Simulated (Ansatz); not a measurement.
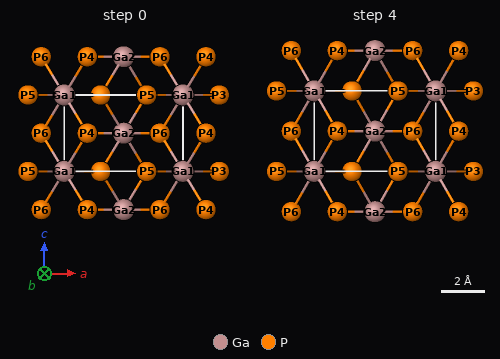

The structure of crystalline GaP2 (built on the rutile_136 type) (coarse preliminary run) before (left) and after (right) a relaxation, at one scale.

The picture is a ball-and-stick view of the cell of the calculation, seen along the b axis.

Case: rutile type (P4_2/mnm, No. 136).

These are results of DFT PBE, scalar-relativistic, plane waves, PAW (Ansatz), not measurements. Set-up: plane-wave cutoff 420 eV; k-point mesh 4 × 4 × 6; occupations gaussian; smearing width 0.1 eV; no spin polarisation; cell and atoms relaxed; force threshold 0.04 eV/Å; at most 70 steps.

Summarise the run.

Answer. The largest moves relative to the cell, 0.039 Å, are those of P3, P4, P5 and P6. P3 goes along [1 1 0]. Ga stays in place. The volume changes by +10.2 %, with a = b 5.559 → 5.687 Å (+2.3 %), c 3.580 → 3.772 Å (+5.3 %). Among the contacts that change: Ga1–P3 2.406 → 2.499 Å, Ga1–P4 2.352 → 2.423 Å. Among the angles between lasting bonds that change: Ga2–P3–Ga2 99.1° → 102.2°, P4–Ga1–P4 99.1° → 102.2°, P4–Ga1–P6 80.9° → 77.8°. The space group stays P4_2/mnm (No. 136). Over 3 accepted moves (4 points after the start) the energy falls by 45.9 meV per atom. The largest force component goes from 0.064 to 0.0038 eV/Å. The pressure goes from 8.18 to 0.07 GPa. The SCF was repeated once at an unchanged geometry on a basis and grid sized afresh for the cell, which shifted the energy by 0.7 meV per atom at most. Cost: 28 s on 1 thread of Arm Neoverse V1 (shared host), peak memory 0.39 GiB.
